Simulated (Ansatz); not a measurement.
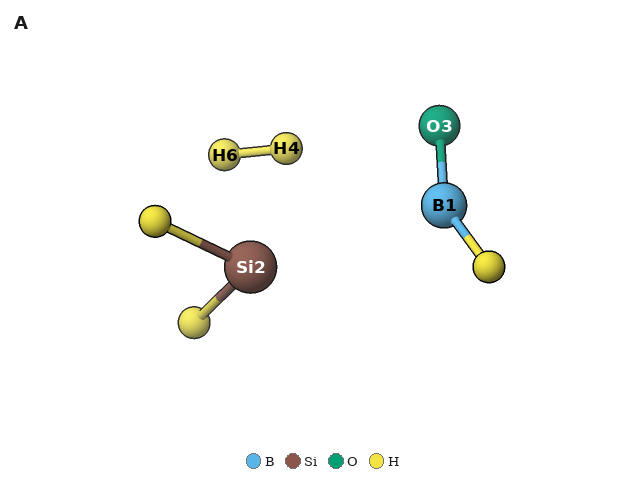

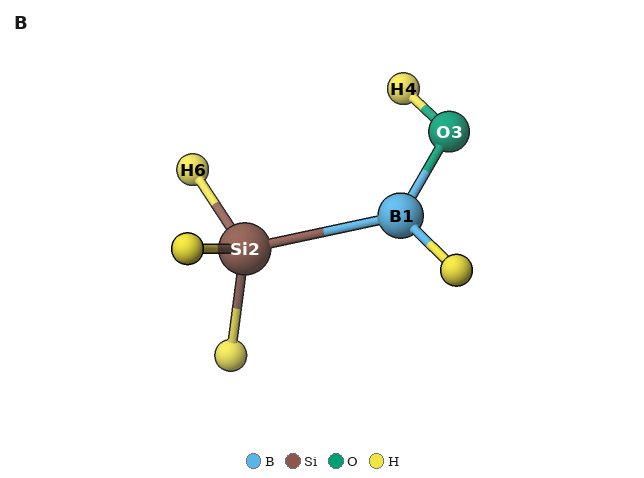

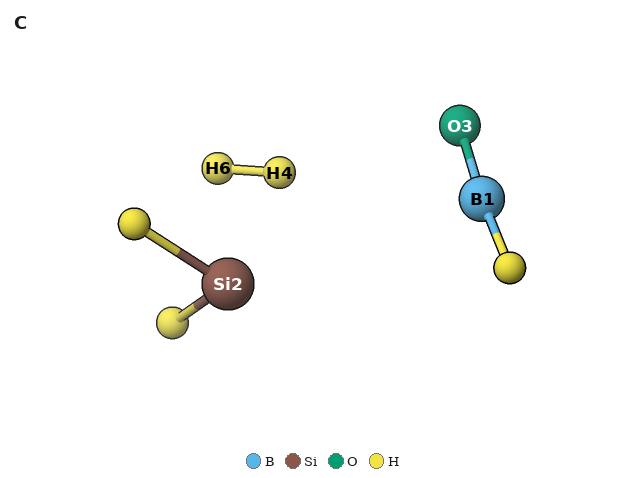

Three stationary points along one reaction path, in mixed order. Sticks follow a distance rule, so a partial bond may show as a full stick or not at all. Charge 0, singlet. Geometries: PBE0-D4/def2-TZVP; all other levels are single points on them, and energies count from the start as drawn. Program: Ansatz 0.2.0. In CBS estimates cores are frozen, and CCSD(T) − MP2 is taken in the smaller basis.

**Which panel shows the transition state?**

A.

**Which bonds form and which break from B to C?**

Formed: H4–H6; broken: B1–Si2, Si2–H6, O3–H4. At the saddle point H4···H6 is 0.80 Å, B1···Si2 is 2.57 Å, Si2···H6 is 1.82 Å, O3···H4 is 2.00 Å.

Give the electronic barrier and the reaction energy from B to C in eV (no zero-point energy) with CCSD(T)/CBS (MP2 limit from def2-TZVPP and def2-QZVPP plus CCSD(T) − MP2); ωB97X-V/def2-TZVPP; direct RPA on PBE orbitals (frozen core)/def2-TZVPP; PBE0-D4/def2-TZVPP; ωB97M-V/def2-TZVPP; r2SCAN-D4/def2-TZVPP; RHF-CCSD(T) (frozen core)/def2-TZVPP.

```csv
level,barrier,reaction energy
CCSD(T)/CBS (MP2 limit from def2-TZVPP and def2-QZVPP plus CCSD(T) − MP2),2.560,+2.383
ωB97X-V/def2-TZVPP,2.698,+2.565
direct RPA on PBE orbitals (frozen core)/def2-TZVPP,2.513,+2.321
PBE0-D4/def2-TZVPP,2.553,+2.501
ωB97M-V/def2-TZVPP,2.478,+2.313
r2SCAN-D4/def2-TZVPP,2.493,+2.443
RHF-CCSD(T) (frozen core)/def2-TZVPP,2.574,+2.386
```
